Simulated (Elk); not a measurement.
# MnAu: is a spiral lower than the collinear state?

Wanted: E(q) for MnAu and its minimum.

Calculated with Elk 11.2.3 (patched build); LDA (Perdew-Wang); all-electron APW+lo, Dirac cores, scalar-relativistic bands.

## (1) The starting structure

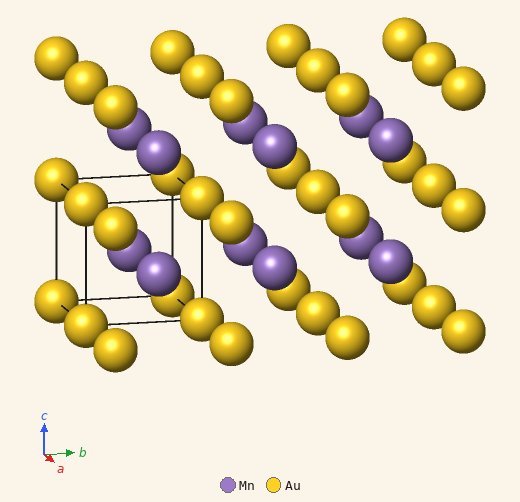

The cell as given, slightly off an axis (manganese light purple, gold yellow). 2×3×2 cells are drawn. Some periodic images of atoms are drawn too.

The cell comes from a database of computed structures and need not be the stable phase.

## (2) Reference state

The energies of all spirals count from this run, made with the same spinor basis and mesh so that errors cancel.

The moments start as ferro +, on a cone 30° from z.

Moments are seeded by fields in the spheres (the last three columns under atoms), set against the wanted direction and reduced each loop.

The input, elk.in:

```
tasks
  0
  33
  73

xctype
  3

rgkmax
  7.0

nempty
  14

swidth
  0.005

reducebf
  0.5

epsengy
  1e-06

maxscl
  100

lmaxi
  3

spinsprl
  .true.

spinpol
  .true.

vqlss
  0.000000 0.000000 0.000000

sppath
  './'

avec
  6.02581693675 0.00000000000 0.00000000000
  0.00000000000 6.02581693675 0.00000000000
  0.00000000000 0.00000000000 6.25473458003

atoms
  2
  'Mn.in'
  1
  0.5000000000 0.5000000000 0.5000000000   -0.131250 0.000000 -0.227332
  'Au.in'
  1
  0.0000000000 0.0000000000 0.0000000000   0.000000 0.000000 0.000000

ngridk
  8 8 8

plot3d
  0 0 0
  1 0 0
  0 1 0
  0 0 1
  16 16 17
```

Started as:

```
$ OMP_NUM_THREADS=2 elk
```

Numbers of over 12 decimals in the logs are rounded to 6 here.

Output:

```text
┌─────────────────────────┐
│ Elk code version 11.2.3 │
└─────────────────────────┘

All units are atomic (Hartree, Bohr, etc.)

┌─────────────────────────────────────────────────┐
│ Ground-state run starting from atomic densities │
└─────────────────────────────────────────────────┘

Lattice vectors :
   6.025816937       0.000000000       0.000000000
   0.000000000       6.025816937       0.000000000
   0.000000000       0.000000000       6.254734580

Reciprocal lattice vectors :
   1.042710951       0.000000000       0.000000000
   0.000000000       1.042710951       0.000000000
   0.000000000       0.000000000       1.004548671

Unit cell volume      :    227.1123508
Brillouin zone volume :    1.092191651

Muffin-tin inner radius fraction :   0.1000000000E-01

Nuclei treated as point charges

Species : 1 (Mn)
 parameters loaded from : Mn.in
 name : manganese
 nuclear charge    :   -25.00000000
 electronic charge :    25.00000000
 atomic mass :    100145.9370
 muffin-tin radius :    2.400000000
 number of radial points in muffin-tin :    497
 inner part over the whole radius :   0.9798345621E-02
 number on inner part of muffin-tin    :    350
 approximate nuclear radius :   0.7074591925E-04
 number of mesh points to nuclear radius :    165
 atomic positions (lattice), magnetic fields (Cartesian) :
  1 :   0.00000000  0.00000000  0.00000000   -0.13125000  0.00000000 -0.22733200

Species : 2 (Au)
 parameters loaded from : Au.in
 name : gold
 nuclear charge    :   -79.00000000
 electronic charge :    79.00000000
 atomic mass :    359048.0562
 muffin-tin radius :    2.800000000
 number of radial points in muffin-tin :    697
 inner part over the whole radius :   0.9813084931E-02
 number on inner part of muffin-tin    :    500
 approximate nuclear radius :   0.1033733540E-03
 number of mesh points to nuclear radius :    262
 atomic positions (lattice), magnetic fields (Cartesian) :
  1 :   0.50000000  0.50000000  0.50000000    0.00000000  0.00000000  0.00000000

Total number of atoms per unit cell :    2
Total muffin-tin volume :    149.8581584
 ratio of muffin-tin to unit cell volume :   0.6598415183

Spin treatment :
 spin-polarised
 global magnetic field (Cartesian) :    0.000000000       0.000000000       0.000000000
 non-collinear magnetisation
 spin-spiral state assumed
  q-vector (lattice)   :    0.000000000       0.000000000       0.000000000
  q-vector (Cartesian) :    0.000000000       0.000000000       0.000000000
  q-vector length      :    0.000000000

Number of Bravais lattice symmetries :   16
Number of crystal symmetries         :   16
Crystal has inversion symmetry
Real symmetric eigensolver will be used

k-point grid :      8     8     8
k-point offset :    0.000000000       0.000000000       0.000000000
k-point set is reduced with full crystal symmetry group
Total number of k-points :       75

Muffin-tin radius times maximum |G+k| :    7.000000000
 using average radius
Maximum |G+k| for APW functions       :    2.692307692
Maximum (1/2)|G+k|²                   :    3.624260355
Maximum |G| for potential and density :    12.00000000
Constant for pseudocharge density :    8
 order of it for each species :   15  15
 order of it for pair densities of each species (exact exchange by exxq0 0: 15) :    8  11
Radial integration step length :    1

G-vector grid sizes :     24    24    24
Number of G-vectors :     6651

Maximum angular momentum used for
 APW functions            :    8
 outer part of muffin-tin :    6
 inner part of muffin-tin :    3

Total nuclear charge    :   -104.0000000
Total core charge       :    58.00000000
Total valence charge    :    46.00000000
Total excess charge     :    0.000000000
Total electronic charge :    104.0000000

Effective Wigner radius, rₛ :   0.8048339134

Number of empty states         :     28
Total number of valence states :    104
Total number of core states    :     58

Third-order local-orbitals added for an l without core states : T
Total number of local-orbitals :     61

Exchange-correlation functional :      3     0     0
 Perdew-Wang/Ceperley-Alder, Phys. Rev. B 45, 13244 (1992)
 gradient requirement :    0
 local density approximation (LDA)

Smearing type :    3
 Fermi-Dirac
Smearing width :   0.5000000000E-02
Effective electronic temperature (K) :    1578.875124

Mixing type :    3
 Broyden mixing, J. Phys. A: Math. Gen. 17, L317 (1984)

Kohn-Sham potential initialised from atomic data

┌──────────────────────────────┐
│ Self-consistent loop started │
└──────────────────────────────┘

┌─────────────────┐
│ Loop number : 1 │
└─────────────────┘

Energies :
 Fermi                       :     0.100558
 sum of occupied eigenvalues :     -12392.554129304
 electron kinetic            :      23027.764175263
 core electron kinetic       :      22033.362394760
 Coulomb                     :     -42816.504450403
 Coulomb potential           :     -34915.626838760
 nuclear-nuclear             :     -1855.7348692443
 electron-nuclear            :     -47051.644138817
 Hartree                     :      6090.8745576587
 Madelung                    :     -25358.691031022
 xc potential                :     -504.55598023210
 xc effective B-field        :    -0.147688
 external B-field            :      0.000000
 exchange                    :     -394.23075091070
 correlation                 :     -10.375412677312
 electron entropic           :    -0.82986624033821E-02
 total energy                :     -20193.354737390
 (external B-field energy excluded from total)

Density of states at Fermi energy :    103.0774656
 (states/Hartree/unit cell)

Estimated indirect band gap :   0.3561095578E-03
 from k-point 53 to k-point 28
Estimated direct band gap   :   0.2596338088E-02
 at k-point 28

Charges :
 core                        :    58.00000000
 valence                     :    46.00000000
 interstitial                :    2.152419452
 muffin-tins (core leakage)
  species : 1 (Mn)
   atom 1                    :    24.65516285     ( -0.3595730940E-05)
  species : 2 (Au)
   atom 1                    :    77.19241770     (  0.1057174595E-03)
 total in muffin-tins        :    101.8475805
 total calculated charge     :    103.9997963
 total charge                :    104.0000000
 error                       :   0.2036797494E-03

Moments :
 interstitial                :   0.1894916274E-01  0.4012291076E-11  0.3282102719E-01
 muffin-tins
  species : 1 (Mn)
   atom 1                    :    1.450998158      0.8467848942E-11   2.513207515
  species : 2 (Au)
   atom 1                    :   0.1802671357      0.3278879110E-10  0.3122328063
 total in muffin-tins        :    1.631265293      0.4125664004E-10   2.825440322
 total moment                :    1.650214456      0.4526893112E-10   2.858261349

┌─────────────────┐
│ Loop number : 2 │
└─────────────────┘

Energies :
 Fermi                       :     0.103381
 sum of occupied eigenvalues :     -12392.838739133
 electron kinetic            :      23028.060295790
 core electron kinetic       :      22033.159943716
 Coulomb                     :     -42817.310984230
 Coulomb potential           :     -34913.123014300
 nuclear-nuclear             :     -1855.7348692443
 electron-nuclear            :     -47055.820825244
 Hartree                     :      6094.2447102590
 Madelung                    :     -25360.749477079
 xc potential                :     -507.63560416212
 xc effective B-field        :    -0.156734
 external B-field            :      0.000000
 exchange                    :     -394.23874234260
 correlation                 :     -10.374358524572
 electron entropic           :    -0.78089955774186E-02
 total energy                :     -20193.871598303
 (external B-field energy excluded from total)

Density of states at Fermi energy :    96.86822560
 (states/Hartree/unit cell)

Estimated indirect band gap :   0.6910785033E-04
 from k-point 33 to k-point 5
Estimated direct band gap   :   0.3749125624E-02
 at k-point 22

Charges :
 core                        :    58.00000000
 valence                     :    46.00000000
 interstitial                :    2.145076316
 muffin-tins (core leakage)
  species : 1 (Mn)
   atom 1                    :    24.52131350     ( -0.3595731030E-05)
  species : 2 (Au)
   atom 1                    :    77.33361019     (  0.1050007696E-03)
 total in muffin-tins        :    101.8549237
 total calculated charge     :    103.9998057
 total charge                :    104.0000000
 error                       :   0.1943391800E-03

Moments :
 interstitial                :   0.2292642852E-01 -0.1780820319E-07  0.3970989311E-01
 muffin-tins
  species : 1 (Mn)
   atom 1                    :    1.497168421     -0.1250212318E-06   2.593177104
  species : 2 (Au)
   atom 1                    :   0.1624033007     -0.3189005530E-07  0.2812918181
 total in muffin-tins        :    1.659571722     -0.1569112871E-06   2.874468922
 total moment                :    1.682498150     -0.1747194903E-06   2.914178815

RMS change in Kohn-Sham potential (target) :   0.3421645015     (  0.1000000000E-05)
Absolute change in total energy (target)   :   0.5168609121     (  0.1000000000E-05)

[... loops 3 to 19 left out ...]

┌──────────────────┐
│ Loop number : 20 │
└──────────────────┘

Energies :
 Fermi                       :     0.254396
 sum of occupied eigenvalues :     -12387.507912723
 electron kinetic            :      23039.603175302
 core electron kinetic       :      22034.936278504
 Coulomb                     :     -42828.463630271
 Coulomb potential           :     -34889.573341357
 nuclear-nuclear             :     -1855.7348692443
 electron-nuclear            :     -47102.077544500
 Hartree                     :      6129.3487834734
 Madelung                    :     -25383.676959593
 xc potential                :     -537.28437573224
 xc effective B-field        :    -0.253371
 external B-field            :      0.000000
 exchange                    :     -394.67195247427
 correlation                 :     -10.373299016973
 electron entropic           :    -0.32957506770970E-02
 total energy                :     -20193.909002211
 (external B-field energy excluded from total)

Density of states at Fermi energy :    39.04359545
 (states/Hartree/unit cell)

Estimated indirect band gap :   0.1372467773E-02
 from k-point 29 to k-point 62
Estimated direct band gap   :   0.2956936417E-02
 at k-point 4

Charges :
 core                        :    58.00000000
 valence                     :    46.00000000
 interstitial                :    1.992469616
 muffin-tins (core leakage)
  species : 1 (Mn)
   atom 1                    :    23.61211254     ( -0.3595730927E-05)
  species : 2 (Au)
   atom 1                    :    78.39541784     (  0.9221770867E-04)
 total in muffin-tins        :    102.0075304
 total calculated charge     :    103.9998287
 total charge                :    104.0000000
 error                       :   0.1713163581E-03

Moments :
 interstitial                :   0.6252432011E-01 -0.3521637858E-05  0.1083026703
 muffin-tins
  species : 1 (Mn)
   atom 1                    :    1.905493171     -0.1488874609E-03   3.300457907
  species : 2 (Au)
   atom 1                    :   0.3914947003E-01 -0.9437167833E-05  0.6781628068E-01
 total in muffin-tins        :    1.944642641     -0.1583246288E-03   3.368274188
 total moment                :    2.007166961     -0.1618462666E-03   3.476576858

RMS change in Kohn-Sham potential (target) :   0.7701742666E-07 (  0.1000000000E-05)
Absolute change in total energy (target)   :   0.8981442079E-07 (  0.1000000000E-05)

Convergence targets achieved

┌──────────────────┐
│ Loop number : 21 │
└──────────────────┘

Energies :
 Fermi                       :     0.254396
 sum of occupied eigenvalues :     -12387.507916060
 electron kinetic            :      23039.603173413
 core electron kinetic       :      22034.936277979
 Coulomb                     :     -42828.463631438
 Coulomb potential           :     -34889.573340136
 nuclear-nuclear             :     -1855.7348692443
 electron-nuclear            :     -47102.077548230
 Hartree                     :      6129.3487860369
 Madelung                    :     -25383.676961370
 xc potential                :     -537.28437844978
 xc effective B-field        :    -0.253371
 external B-field            :      0.000000
 exchange                    :     -394.67195238361
 correlation                 :     -10.373299028401
 electron entropic           :    -0.32957515343098E-02
 total energy                :     -20193.909005188
 (external B-field energy excluded from total)

Density of states at Fermi energy :    39.04360230
 (states/Hartree/unit cell)

Estimated indirect band gap :   0.1372300651E-02
 from k-point 29 to k-point 62
Estimated direct band gap   :   0.2956736367E-02
 at k-point 4

Charges :
 core                        :    58.00000000
 valence                     :    46.00000000
 interstitial                :    1.992469614
 muffin-tins (core leakage)
  species : 1 (Mn)
   atom 1                    :    23.61211231     ( -0.3595730895E-05)
  species : 2 (Au)
   atom 1                    :    78.39541807     (  0.9221771568E-04)
 total in muffin-tins        :    102.0075304
 total calculated charge     :    103.9998287
 total charge                :    104.0000000
 error                       :   0.1713163278E-03

Moments :
 interstitial                :   0.6252385599E-01 -0.3932384250E-05  0.1083019520
 muffin-tins
  species : 1 (Mn)
   atom 1                    :    1.905491572     -0.1614071576E-03   3.300457719
  species : 2 (Au)
   atom 1                    :   0.3914936579E-01 -0.9693968049E-05  0.6781615813E-01
 total in muffin-tins        :    1.944640937     -0.1711011257E-03   3.368273877
 total moment                :    2.007164793     -0.1750335099E-03   3.476575829

┌──────────────────────────────┐
│ Self-consistent loop stopped │
└──────────────────────────────┘

Wrote STATE.OUT
```

The job ended after 4.1 min (2 threads of Arm Neoverse V2, shared host; peak memory 0.17 GiB).

Spin moment in the muffin-tin sphere by atom:

```tsv
atom	x (μB)	y (μB)	z (μB)	size
Mn1	1.91	0.00	3.30	3.81
Au2	0.04	0.00	0.07	0.08
```

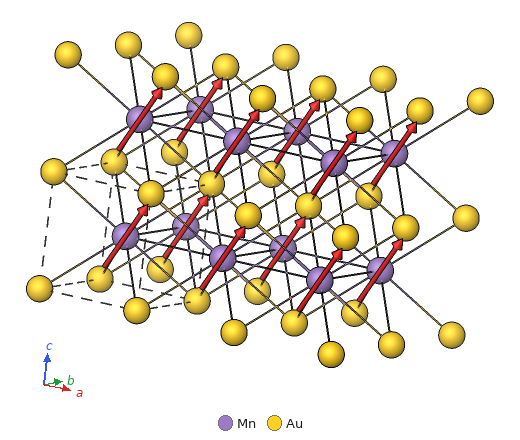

Spin moment in the muffin-tin sphere as arrows, the longest 3.81 μB. 3×2×2 cells are drawn. Some periodic images of atoms are drawn too.

Numbers from this step:

| Property | Result |
| --- | --- |
| density of states at the Fermi level | 1.435 states/eV/cell |
| moment between the spheres | 0.06252, 0, 0.1083 μB |
| magnetization | 2.007, 0, 3.477 μB |
| final state | ferromagnetic |

After 21 cycles the largest moment stands at 3.81 μB.

(Continued in part 2 of 2.)

[Logs and program files are shortened in this print: banners, set-up blocks, solver, clock and traceback lines can be left out without a mark of their own.]

[Logs are printed without paths, hosts, clocks, repeated set-up lines and the standing remarks that a program may print on its own settings, such as how far it seeks lower states.]

[Hosts, paths, dates, database ids (printed as entryN), source tags and the programs' standing remarks are cut or masked in the printed files.]

[Where a cell is said to come from a database of computed structures, the database is the Materials Project.]
